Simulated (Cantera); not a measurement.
Feed: 1 mol Si2Cl6, a varied amount of HCl, 13 mol N2, held at 577 °C and 0.00520 bar.

These are equilibrium values from Cantera (NASA tables, ideal gas, pure condensed phases), not measurements of a reactor. Candidate condensed phases: NH4Cl, Si, Si3N4; 28 gas species. The feed counts by its element totals alone. N2 is the only nitrogen source here; it is nearly inert below about 1500 K, so the nitride shown seldom forms there in practice. Rates play no part.

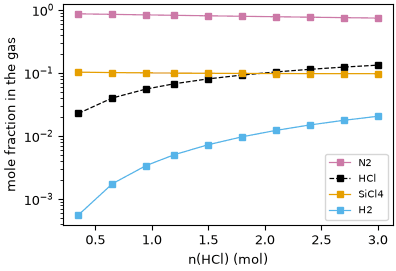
Figure: Equilibrium gas composition (values under 1e-9 drawn at 1e-9)

From 0.35 mol HCl to 3 mol HCl the condensed part is Si3N4(s). The main Si-bearing gas is SiCl4 throughout. The share of Si in condensed phases is highest at 0.35 mol HCl (24.8 %) and lowest at 3 mol HCl (16.1 %).
